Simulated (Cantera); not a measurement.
A closed system holds: 1 mol TiO₂, 0.88 mol H₂, 0.3 mol H₂O, equilibrated at 1 atm.

These are equilibrium values from Cantera (NASA tables, ideal gas, pure condensed phases), not measurements of a reactor. Candidate condensed phases: H₂O, Ti, TiO, TiO₂, Ti₂O₃, Ti₃O₅, Ti₄O₇; 12 gas species. Mutual solubility and eutectic melting of coexisting phases are not modelled. Condensed phases not in the tables: Magnéli phases beyond Ti₄O₇. Gases not in the tables: TiO(OH)₂. Kinetics and transport are ignored.

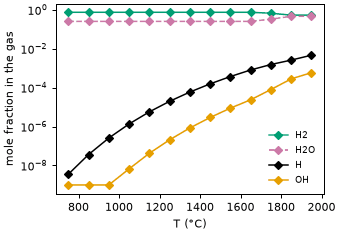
Fig. 1. Equilibrium gas composition (values under 1e-9 drawn at 1e-9)

From 750 °C to 1650 °C the condensed part is TiO₂(rutile). At 1750 °C the condensed part is TiO₂(rutile) + Ti₄O₇(l). From 1850 °C to 1950 °C the condensed part is Ti₄O₇(l).
